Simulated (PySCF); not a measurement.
Consider C$_{5}$H$_{8}$N$_{2}$OSi (SMILES [SiH3]c1nnc(C2CC2)o1).

Input file:

```
{"job": {"kind": "nmr", "xc": "PBE0", "basis": "pcSseg-1"}, "charge": 0, "multiplicity": 1}
Si     3.335042     0.591255    -0.415986
C      1.699958    -0.313828    -0.583170
N      1.472063    -1.443663    -1.169454
N      0.158917    -1.714850    -1.045754
C     -0.367572    -0.733632    -0.381528
C     -1.763932    -0.607568     0.007769
C     -2.099149    -0.031421     1.361655
C     -2.385068     0.759876     0.132558
O      0.556510     0.196733    -0.054841
H      4.383079    -0.413257    -0.287634
H      3.220403     1.426463     0.781674
H      3.516945     1.430143    -1.601341
H     -2.364562    -1.421335    -0.373086
H     -2.921717    -0.475774     1.899996
H     -1.277579     0.278660     1.989339
H     -1.760694     1.613648    -0.083459
H     -3.409642     0.870578    -0.186646
```

Run with:

```sh
OMP_NUM_THREADS=1 python probes_run.py task.json out
```

Geometry: GFN2-xTB.

The calculation used PBE0/pcSseg-1, SCF density, gas phase, non-relativistic (PySCF).

> What can the converged electron density and electron localisation function tell about the bonding?

C–N (1.29 Å): the density is about 2.7 e/Å³ at the midpoint; the ELF peaks at about 0.90 between the atoms: localised, covalent bonding.
N–N (1.35 Å): the density is about 2.5 e/Å³ at the midpoint; the ELF peaks at about 0.90 between the atoms, as expected for a covalent bond.
C–O (1.35 Å): ρ at the midpoint is about 2.4 e/Å³, with its minimum of 2 e/Å³ about 0.5 Å from C; the ELF peaks at about 0.90 between the atoms (a polar covalent bond).
C–C (1.46 Å): ρ is about 1.9 e/Å³ halfway; the ELF peaks at about 0.95 between the atoms (localised, covalent bonding).

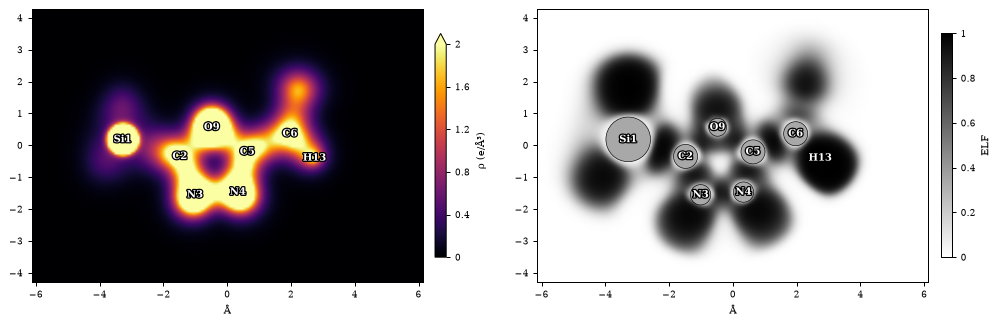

Computed electron density and electron localisation function on the plane of atoms N3, C2 and O9, in this order. Grey discs cover the atomic cores in the ELF map. 
